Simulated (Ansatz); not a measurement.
# GeHBr (triplet): wave-function methods side by side, cc-pVTZ

How much of the correlation energy of GeHBr (triplet) does each wave-function method recover here?

Computed with Ansatz 0.2.0, Gaussian basis. Level: cc-pVTZ, core rule «outside noble gas», up to 28 orbitals frozen.

Plan: UHF; CCSD(T) on ROHF; CCSD(T) on UHF; BCCD(T) on ROHF; CCSDT(Q) on ROHF; CCSDT(Q) on UHF; CASSCF and MRCISD+Q, 12 electrons in 9 orbitals; CASSCF and NEVPT2, 12 electrons in 9 orbitals.

4 further runs of the same task are left out: 4 set aside as unsound or not needed.

## Step 1: The geometry

The geometry is a PBE0/def2-TZVP stationary point (not a proven minimum) of the parent state, kept for this charge and spin. No spin-orbit coupling is included. The filled d shell of Ge, Br may be among the frozen orbitals whatever the setting's name suggests; the logs give the count.

3 atoms, charge 0, spin multiplicity 3.

Atoms are counted from 1 here; the program's logs count them from 0.

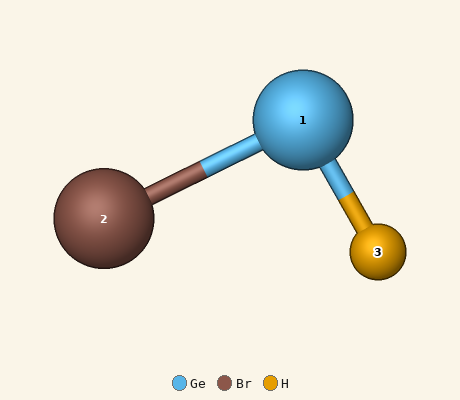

The structure; germanium blue, bromine brown, hydrogen amber; atoms are numbered from 1 in the order of the file.

In the tables R marks a restricted open-shell determinant and U an unrestricted one; 'valence' is the active space of 12 electrons in 9 orbitals; energies count from the table's Hartree-Fock row.

## Step 2: UHF

Contents of in.yaml:

```yaml
crystal:
  periodic: [false, false, false]
  atoms:
    - {symbol: Ge, position_ang: [0.000000, -0.038171, 1.216039]}
    - {symbol: Br, position_ang: [0.000000, 0.015084, -1.122445]}
    - {symbol: H, position_ang: [0.000000, 1.555115, 1.344104]}
basis:
  gaussian: {orbitals: cc-pVTZ}
magnetization: {spin_polarized: true, initial_magnetization: 2}
hamiltonian: {xc: hf}
output: {orbitals: {seedname: orbitals}}
```

Command:

```sh
ansatz run in.yaml --threads 1 --pin off --events-out ev --progress --plain --max-ram 4096MiB --backend cpu
```

The log of the run:

```text
Functional definition: HF
  name "HF"
  cite "Fock, Z. Phys. 61, 126 (1930) doi:10.1007/BF01340294"
  parent pbe
  exchange = exact_x
  correlation = 0
643 factors; integrals over basis functions are off by at most 9.0e-4 eV
mean field evaluation 1: about -126489.0279 eV, gradient 8.0e0 eV
mean field evaluation 2: about -126489.0309 eV, gradient 8.0e0 eV
mean field evaluation 4: about -126489.9222 eV, gradient 2.2e0 eV
mean field evaluation 8: about -126490.0403 eV, gradient 2.5e-1 eV
mean field -126490.04389936 eV, -4648.4233752702 hartree, gradient 2.6e-5 eV, S^2 2.014523; 0 other end points of the search recorded, 0 dependent functions left out
reference -126490.04389936 eV, -4648.4233752702 hartree; 35, 33 occupied and 65, 67 virtual orbitals, 643 factors
Total energy: -126490.04389936 eV, -4648.4233752702 hartree
```

Wall time 2.7 s (1 thread of AMD EPYC 7R13, shared host).

From the report: ⟨S²⟩ of the determinant 2.015 (pure triplet: 2.00).

## Step 3: CCSD(T) on ROHF

in.yaml, as its differences from that of step 2:

```diff
@@ -8,4 +8,4 @@
   gaussian: {orbitals: cc-pVTZ}
-magnetization: {spin_polarized: true, initial_magnetization: 2}
-hamiltonian: {xc: hf}
-output: {orbitals: {seedname: orbitals}}
+magnetization: {spin_polarized: false, initial_magnetization: 2}
+correlation: {method: ccsd_t, electrons: outside_noble_gas}
+output: {forces: true}
```

Same command.

The log of the run (excerpt; [...] marks lines left out):

```text
Functional definition: HF
  name "HF"
  cite "Fock, Z. Phys. 61, 126 (1930) doi:10.1007/BF01340294"
  parent pbe
[...]
643 factors; integrals over basis functions are off by at most 9.0e-4 eV
[...]
mean field -126489.94185192 eV, -4648.4196250961 hartree, gradient 2.6e-6 eV, S^2 2.000000; 6 other end points of the search recorded, 0 dependent functions left out
[...]
determinant -126489.94185192 eV, -4648.4196250961 hartree, with singles and doubles -126497.25829672 eV, -4648.6884994832 hartree
determinant -126487.45940222 eV, -4648.3283967524 hartree, with singles and doubles -126494.85443496 eV, -4648.6001591928 hartree
determinant -126487.34055077 eV, -4648.3240290420 hartree, with singles and doubles -126494.90718041 eV, -4648.6020975526 hartree
determinant -126486.84891162 eV, -4648.3059616365 hartree, with singles and doubles -126494.40459196 eV, -4648.5836277677 hartree
28 core orbitals not correlated: weight in the atoms' cores, before any rotation towards them, 0.999 or more for the frozen orbitals, at most 0.000 for the correlated occupied ones
reference -126489.94185192 eV, -4648.4196250961 hartree; 7, 5 occupied and 65, 67 virtual orbitals, 643 factors
second order -6.43970558 eV of doubles, -0.04656580 eV of singles
cycle   1  -7.26552218 eV  change   -2.9e-1 eV  update   1.8e-2
[...]
cycle  14  -7.28606634 eV  change    1.4e-7 eV  update   6.7e-7
perturbative correction -0.30826839 eV, -0.0113286545 hartree
[...]
Total energy: -126497.53618665 eV, -4648.6987117499 hartree
Atom 0 at     0.000000    -0.038171     1.216039 Å, force    -0.000000     0.904866    -0.572150 eV/Å
Atom 1 at     0.000000     0.015084    -1.122445 Å, force     0.000000    -0.462900    -0.074210 eV/Å
Atom 2 at     0.000000     1.555115     1.344104 Å, force     0.000000    -0.441966     0.646360 eV/Å
Dipole moment:    -0.000000    -0.015496     0.338340 e Å
```

It took 40 s on 1 thread of AMD EPYC 7R13, shared host; peak memory 0.54 GiB.

From the report: correlation -7.5943 eV; T1 0.032; largest double amplitude 0.03.

## Step 4: CCSD(T) on UHF

in.yaml, as its differences from that of step 3:

```diff
@@ -8,3 +8,3 @@
   gaussian: {orbitals: cc-pVTZ}
-magnetization: {spin_polarized: false, initial_magnetization: 2}
+magnetization: {spin_polarized: true, initial_magnetization: 2}
 correlation: {method: ccsd_t, electrons: outside_noble_gas}
```

Launched as before.

The log of the run (excerpt; [...] marks lines left out):

```text
Functional definition: HF
  name "HF"
  cite "Fock, Z. Phys. 61, 126 (1930) doi:10.1007/BF01340294"
  parent pbe
[...]
643 factors; integrals over basis functions are off by at most 9.0e-4 eV
[...]
mean field -126490.04389936 eV, -4648.4233752702 hartree, gradient 2.2e-6 eV, S^2 2.014523; 2 other end points of the search recorded, 0 dependent functions left out
determinant -126490.04389936 eV, -4648.4233752702 hartree, with singles and doubles -126497.27236005 eV, -4648.6890163010 hartree
determinant -126487.72291734 eV, -4648.3380807545 hartree, with singles and doubles -126494.85598544 eV, -4648.6002161719 hartree
determinant -126487.00875517 eV, -4648.3118357785 hartree, with singles and doubles -126494.41066478 eV, -4648.5838509395 hartree
28 core orbitals not correlated: weight in the atoms' cores, before any rotation towards them, 0.999 or more for the frozen orbitals, at most 0.000 for the correlated occupied ones
reference -126490.04389936 eV, -4648.4233752702 hartree; 7, 5 occupied and 65, 67 virtual orbitals, 643 factors
second order -6.40953386 eV of doubles, -0.00000000 eV of singles
cycle   1  -7.17988247 eV  change   -3.0e-1 eV  update   1.8e-2
[...]
cycle  14  -7.19862749 eV  change    2.6e-7 eV  update   6.4e-7
perturbative correction -0.30532723 eV, -0.0112205689 hartree
[...]
Total energy: -126497.54785408 eV, -4648.6991405198 hartree
Atom 0 at     0.000000    -0.038171     1.216039 Å, force     0.000000     0.913491    -0.573644 eV/Å
Atom 1 at     0.000000     0.015084    -1.122445 Å, force     0.000000    -0.464316    -0.074215 eV/Å
Atom 2 at     0.000000     1.555115     1.344104 Å, force    -0.000000    -0.449175     0.647860 eV/Å
Dipole moment:     0.000000    -0.016512     0.340922 e Å
```

Run time: 31 s. Hardware: 1 thread of AMD EPYC 7R13, shared host; peak memory 0.54 GiB.

From the report: ⟨S²⟩ of the determinant 2.015 (pure triplet: 2.00); correlation -7.5040 eV; T1 0.024; largest double amplitude 0.03.

## Step 5: BCCD(T) on ROHF

in.yaml, as its differences from that of step 4:

```diff
@@ -8,4 +8,3 @@
   gaussian: {orbitals: cc-pVTZ}
-magnetization: {spin_polarized: true, initial_magnetization: 2}
-correlation: {method: ccsd_t, electrons: outside_noble_gas}
-output: {forces: true}
+magnetization: {spin_polarized: false, initial_magnetization: 2}
+correlation: {method: bccd_t, electrons: outside_noble_gas}
```

Command:

```sh
ansatz run in.yaml --threads 2 --pin off --events-out ev --progress --plain --max-ram 24576MiB --backend cuda --devices 0, --max-vram 18GiB
```

The log of the run (excerpt; [...] marks lines left out):

```text
Functional definition: HF
  name "HF"
  cite "Fock, Z. Phys. 61, 126 (1930) doi:10.1007/BF01340294"
  parent pbe
[...]
643 factors; integrals over basis functions are off by at most 9.0e-4 eV
[...]
mean field -126489.94185192 eV, -4648.4196250961 hartree, gradient 2.6e-6 eV, S^2 2.000000; 6 other end points of the search recorded, 0 dependent functions left out
[...]
determinant -126489.94185192 eV, -4648.4196250961 hartree, with singles and doubles -126497.25829376 eV, -4648.6884993744 hartree
determinant -126487.45940222 eV, -4648.3283967524 hartree, with singles and doubles -126494.85443201 eV, -4648.6001590846 hartree
determinant -126487.34055077 eV, -4648.3240290421 hartree, with singles and doubles -126494.90717719 eV, -4648.6020974342 hartree
determinant -126486.84891162 eV, -4648.3059616365 hartree, with singles and doubles -126494.40458895 eV, -4648.5836276568 hartree
28 core orbitals not correlated: weight in the atoms' cores, before any rotation towards them, 0.999 or more for the frozen orbitals, at most 0.000 for the correlated occupied ones
reference -126489.94185192 eV, -4648.4196250961 hartree; 7, 5 occupied and 65, 67 virtual orbitals, 643 factors
second order -6.43970558 eV of doubles, -0.04656580 eV of singles
cycle   1  -7.26775966 eV  change   -3.0e-1 eV  update   2.1e-2
[...]
cycle  11  -7.27687944 eV  change   -4.9e-6 eV  update   8.3e-6
perturbative correction -0.31871779 eV, -0.0117126629 hartree
Total energy: -126497.53744915 eV, -4648.6987581459 hartree
```

It took 26 s on 1 × H100 (card shared with other runs) with 2 threads of AMD EPYC 7R13, shared host; peak host memory 0.8 GiB.

From the report: correlation -7.5956 eV; largest double amplitude 0.03.

## Step 6: CCSDT(Q) on ROHF

in.yaml, as its differences from that of step 5:

```diff
@@ -9,2 +9,2 @@
 magnetization: {spin_polarized: false, initial_magnetization: 2}
-correlation: {method: bccd_t, electrons: outside_noble_gas}
+correlation: {method: ccsdt_q, electrons: outside_noble_gas}
```

Same command.

The log of the run (excerpt; [...] marks lines left out):

```text
Functional definition: HF
  name "HF"
  cite "Fock, Z. Phys. 61, 126 (1930) doi:10.1007/BF01340294"
  parent pbe
[...]
1133 factors; integrals over basis functions are off by at most 2.1e-7 eV
[...]
mean field -126489.94190023 eV, -4648.4196268714 hartree, gradient 3.1e-6 eV, S^2 2.000000; 6 other end points of the search recorded, 0 dependent functions left out
determinant -126489.94190023 eV, -4648.4196268714 hartree, with singles and doubles -126497.25836348 eV, -4648.6885019365 hartree
determinant -126487.45945712 eV, -4648.3283987699 hartree, with singles and doubles -126494.85450861 eV, -4648.6001618997 hartree
determinant -126487.34060661 eV, -4648.3240310943 hartree, with singles and doubles -126494.90725586 eV, -4648.6021003250 hartree
determinant -126486.84897158 eV, -4648.3059638402 hartree, with singles and doubles -126494.40469808 eV, -4648.5836316675 hartree
28 core orbitals not correlated: weight in the atoms' cores, before any rotation towards them, 0.999 or more for the frozen orbitals, at most 0.000 for the correlated occupied ones
reference -126489.94190023 eV, -4648.4196268714 hartree; 7, 5 occupied and 65, 67 virtual orbitals, 1133 factors
second order -6.43973228 eV of doubles, -0.04656603 eV of singles
cycle   1  -7.00639190 eV  change   -5.2e-1 eV  update   8.6e-2
[...]
cycle  19  -7.62710208 eV  change   -8.6e-7 eV  update   8.6e-7
perturbative correction -0.01353242 eV, -0.0004973073 hartree
Total energy: -126497.58253473 eV, -4648.7004150104 hartree
```

Run time: 43 s. Hardware: 1 × H100 (card shared with other runs) with 2 threads of AMD EPYC 7R13, shared host; peak host memory 1.2 GiB.

From the report: correlation -7.6406 eV; T1 0.036; largest double amplitude 0.03.

## Step 7: CCSDT(Q) on UHF

in.yaml, as its differences from that of step 6:

```diff
@@ -8,3 +8,3 @@
   gaussian: {orbitals: cc-pVTZ}
-magnetization: {spin_polarized: false, initial_magnetization: 2}
+magnetization: {spin_polarized: true, initial_magnetization: 2}
 correlation: {method: ccsdt_q, electrons: outside_noble_gas}
```

Same command.

The log of the run (excerpt; [...] marks lines left out):

```text
Functional definition: HF
  name "HF"
  cite "Fock, Z. Phys. 61, 126 (1930) doi:10.1007/BF01340294"
  parent pbe
[...]
1133 factors; integrals over basis functions are off by at most 2.1e-7 eV
[...]
mean field -126490.04394811 eV, -4648.4233770617 hartree, gradient 2.9e-6 eV, S^2 2.014523; 2 other end points of the search recorded, 0 dependent functions left out
determinant -126490.04394811 eV, -4648.4233770617 hartree, with singles and doubles -126497.27242647 eV, -4648.6890187420 hartree
determinant -126487.72297247 eV, -4648.3380827805 hartree, with singles and doubles -126494.85605870 eV, -4648.6002188643 hartree
determinant -126487.00881612 eV, -4648.3118380187 hartree, with singles and doubles -126494.41074593 eV, -4648.5838539218 hartree
28 core orbitals not correlated: weight in the atoms' cores, before any rotation towards them, 0.999 or more for the frozen orbitals, at most 0.000 for the correlated occupied ones
reference -126490.04394811 eV, -4648.4233770617 hartree; 7, 5 occupied and 65, 67 virtual orbitals, 1133 factors
second order -6.40955906 eV of doubles, -0.00000000 eV of singles
cycle   1  -6.93150184 eV  change   -5.2e-1 eV  update   8.5e-2
[...]
cycle  20  -7.53687202 eV  change   -3.7e-7 eV  update   7.6e-7
perturbative correction -0.01549764 eV, -0.0005695279 hartree
Total energy: -126497.59631777 eV, -4648.7009215278 hartree
```

Run time: 30 s. Hardware: 1 × H100 (card shared with other runs) with 2 threads of AMD EPYC 7R13, shared host; peak host memory 1.1 GiB.

From the report: ⟨S²⟩ of the determinant 2.015 (pure triplet: 2.00); correlation -7.5524 eV; T1 0.027; largest double amplitude 0.03.

## Step 8: CASSCF and MRCISD+Q, 12 electrons in 9 orbitals

Contents of in.yaml:

```yaml
crystal:
  periodic: [false, false, false]
  atoms:
    - {symbol: Ge, position_ang: [0.000000, -0.038171, 1.216039]}
    - {symbol: Br, position_ang: [0.000000, 0.015084, -1.122445]}
    - {symbol: H, position_ang: [0.000000, 1.555115, 1.344104]}
basis:
  gaussian: {orbitals: cc-pVTZ}
magnetization: {spin_polarized: false, initial_magnetization: 2}
correlation: {method: fic_mrcisd_q, electrons: outside_noble_gas, active_space: {window: {electrons: 12, orbitals: 9}, shells: [{species: Br, l: s, shell: 4}, {species: Br, l: p, shell: 4}, {species: Ge, l: s, shell: 4}, {species: Ge, l: p, shell: 4}, {species: H, l: s, shell: 1}]}}
```

Launched as before.

The log of the run (excerpt; [...] marks lines left out):

```text
Functional definition: HF
  name "HF"
  cite "Fock, Z. Phys. 61, 126 (1930) doi:10.1007/BF01340294"
  parent pbe
[...]
1133 factors; integrals over basis functions are off by at most 2.1e-7 eV
[...]
mean field -126489.94190023 eV, -4648.4196268714 hartree, gradient 3.1e-6 eV, S^2 2.000000; 4 other end points of the search recorded, 0 dependent functions left out
reference -126489.94190023 eV, -4648.4196268714 hartree; 35, 33 occupied and 65, 67 virtual orbitals, 1133 factors
state -126490.90670192 eV, -4648.4550826795 hartree
contracted CI cycle   1: correlation 0.00000000 eV, 0.0000000000 hartree, residual 2.12e1 eV
contracted CI cycle   2: correlation -5.73468463 eV, -0.2107457731 hartree, residual 3.74e0 eV
contracted CI cycle   3: correlation -5.93997785 eV, -0.2182901599 hartree, residual 7.91e-1 eV
contracted CI cycle   4: correlation -5.94921490 eV, -0.2186296151 hartree, residual 1.86e-1 eV
contracted CI cycle   5: correlation -5.94970999 eV, -0.2186478091 hartree, residual 4.50e-2 eV
contracted CI cycle   6: correlation -5.94973712 eV, -0.2186488061 hartree, residual 9.89e-3 eV
contracted CI cycle   7: correlation -5.94973841 eV, -0.2186488537 hartree, residual 2.46e-3 eV
contracted CI cycle   8: correlation -5.94973849 eV, -0.2186488566 hartree, residual 6.47e-4 eV
state -126490.90670192 eV, -4648.4550826795 hartree; corrected -126497.43869756 eV, -4648.6951290918 hartree
Total energy: -126497.43869756 eV, -4648.6951290918 hartree
Checks for a lower state left out: starts, orbital_swaps
```

It took 33 s on 1 × H100 (card shared with other runs) with 2 threads of AMD EPYC 7R13, shared host; peak host memory 0.87 GiB.

From the report: 3,528 determinants; active occupations 2.00, 2.00, 2.00, 1.98, 1.96, 1.01, 1.00, 0.03, 0.03.

## Step 9: CASSCF and NEVPT2, 12 electrons in 9 orbitals

Contents of in.yaml:

```yaml
crystal:
  periodic: [false, false, false]
  atoms:
    - {symbol: Ge, position_ang: [0.000000, -0.038171, 1.216039]}
    - {symbol: Br, position_ang: [0.000000, 0.015084, -1.122445]}
    - {symbol: H, position_ang: [0.000000, 1.555115, 1.344104]}
basis:
  gaussian: {orbitals: cc-pVTZ}
magnetization: {spin_polarized: false, initial_magnetization: 2}
correlation: {method: sc_nevpt2, electrons: outside_noble_gas, active_space: {window: {electrons: 12, orbitals: 9}, shells: [{species: Br, l: s, shell: 4}, {species: Br, l: p, shell: 4}, {species: Ge, l: s, shell: 4}, {species: Ge, l: p, shell: 4}, {species: H, l: s, shell: 1}]}}
```

Command:

```sh
ansatz run in.yaml --threads 1 --pin off --events-out ev --progress --plain --max-ram 4096MiB --backend cpu
```

The log of the run:

```text
Functional definition: HF
  name "HF"
  cite "Fock, Z. Phys. 61, 126 (1930) doi:10.1007/BF01340294"
  parent pbe
  exchange = exact_x
  correlation = 0
1133 factors; integrals over basis functions are off by at most 2.1e-7 eV
mean field evaluation 1: about -126488.9755 eV, gradient 1.0e1 eV
mean field evaluation 2: about -126488.9804 eV, gradient 1.0e1 eV
mean field evaluation 4: about -126489.8372 eV, gradient 2.3e0 eV
mean field evaluation 8: about -126489.9418 eV, gradient 9.2e-2 eV
mean field evaluation 16: about -126487.4225 eV, gradient 2.2e0 eV
mean field evaluation 32: about -126487.5700 eV, gradient 1.2e0 eV
mean field -126489.94190023 eV, -4648.4196268714 hartree, gradient 3.1e-6 eV, S^2 2.000000; 4 other end points of the search recorded, 0 dependent functions left out
reference -126489.94190023 eV, -4648.4196268714 hartree; 35, 33 occupied and 65, 67 virtual orbitals, 1133 factors
state -126490.90670192 eV, -4648.4550826795 hartree
state -126490.90670192 eV, -4648.4550826795 hartree; corrected -126496.03976377 eV, -4648.6437192231 hartree
Total energy: -126496.03976377 eV, -4648.6437192231 hartree
Checks for a lower state left out: starts, orbital_swaps
```

Wall time 16 s (1 thread of AMD EPYC 7R13, shared host); peak memory 0.34 GiB.

From the report: 3,528 determinants; active occupations 2.00, 2.00, 2.00, 1.98, 1.96, 1.01, 1.00, 0.03, 0.03.

## Step 10: Natural occupations

Natural occupations of the CASSCF valence state about the gap (report; correlated orbitals 3 to 9): 1.995, 1.978, 1.963, 1.007, 1.002, 0.031, 0.027. The count of effectively unpaired electrons, Σ n²(2 − n)², is 2.01; a single determinant of this spin has 2.

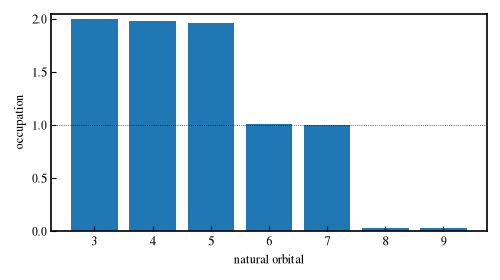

Natural occupations of the CASSCF valence state.

## Step 11: Misses and costs

The yardstick is UCCSDT(Q), where the cluster series has nearly closed. Rows without a time come out of other runs: HF, MP2 and CCSD of CCSD(T), CCSDT of CCSDT(Q), CASSCF and MRCISD of the multireference runs. The times of RCCSD(T), UCCSD(T) include forces.

Differences are taken before rounding.

| method | energy from the lowest ROHF (kJ/mol) | from UCCSDT(Q) (kJ/mol) | time |
| --- | --- | --- | --- |
| ROHF | 0.0 | +738.5 |  |
| UHF | -9.8 | +728.7 |  |
| RMP2 | -625.8 | +112.7 |  |
| UMP2 | -628.3 | +110.3 |  |
| RCCSD | -703.0 | +35.5 |  |
| UCCSD | -704.4 | +34.1 |  |
| RCCSD(T) | -732.7 | +5.8 | 40 s |
| UCCSD(T) | -733.9 | +4.7 | 31 s |
| BCCD(T) | -732.9 | +5.7 | 26 s (GPU) |
| RCCSDT | -735.9 | +2.6 |  |
| UCCSDT | -737.0 | +1.5 |  |
| RCCSDT(Q) | -737.2 | +1.3 | 43 s (GPU) |
| UCCSDT(Q) | -738.5 | 0 | 30 s (GPU) |
| CASSCF valence | -93.1 | +645.4 |  |
| NEVPT2 valence | -588.4 | +150.2 | 16 s |
| MRCISD valence | -667.2 | +71.4 |  |
| MRCISD+Q valence | -723.3 | +15.2 | 33 s (GPU) |

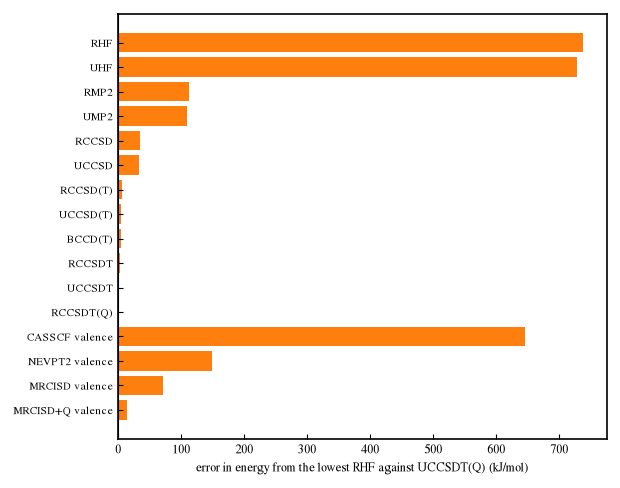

Error of each method against UCCSDT(Q).

Some runs used a GPU and others CPU threads alone; cost is compared among the CPU runs only.

## Step 12: What came out

| quantity | value |
| --- | --- |
| UCCSDT(Q) from the ROHF energy | -7.6545 eV |
| RMP2 from UCCSDT(Q) | +112.7 kJ/mol |
| UMP2 from UCCSDT(Q) | +110.3 kJ/mol |
| RCCSD from UCCSDT(Q) | +35.5 kJ/mol |
| RCCSD(T) from UCCSDT(Q) | +5.8 kJ/mol |
| UCCSD(T) from UCCSDT(Q) | +4.7 kJ/mol |
| RCCSDT(Q) from UCCSDT(Q) | +1.3 kJ/mol |
| NEVPT2 valence from UCCSDT(Q) | +150.2 kJ/mol |
| MRCISD+Q valence from UCCSDT(Q) | +15.2 kJ/mol |
| levels within 1 kcal/mol (43 meV) | RCCSDT, UCCSDT, RCCSDT(Q) |
| T1 diagnostic | 0.032 |
| effectively unpaired electrons | 2.01 |

What this shows: RCCSD(T) lands +5.8 kJ/mol from the yardstick (0.8 % of the correlation energy). One determinant dominates. Of the multireference levels listed MRCISD+Q valence comes nearest in total energy (+15.2 kJ/mol), which doesn't show that its space is the better one. These misses are within one basis, not against nature; the frozen cores of restricted and unrestricted runs differ, which can shift their rows.
